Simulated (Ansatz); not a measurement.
Method: PBE (plane waves to 420 eV, PAW; Ansatz, an electronic-structure program).

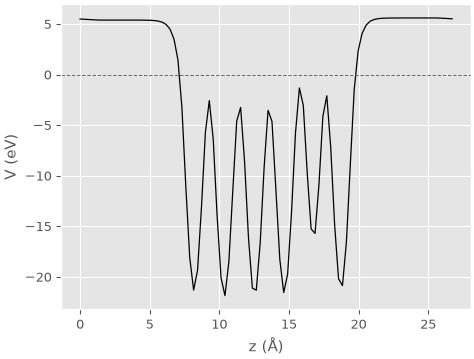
Planar average of the electrostatic potential across the slab, in eV from the Fermi level, for a constructed model of the (0001) surface of hcp Os, a layer of Ni in place of the second plane (bottom of the slab: a bare face, its two planes held)

Slab: 6 atoms, 10.6 Å thick at the start; k 16x16x1, smearing 0.1 eV, dipole-corrected; 2 atoms held, the rest relaxed; held to the start's symmetry, so lower structures may exist; spin-polarised, no spin-orbit, no U. The starting moment vanished. It is one candidate, not shown to be the stable structure of the face.

The vacuum level lies 5.61 eV above the Fermi level over the top face and 5.40 eV above it under the bottom face.
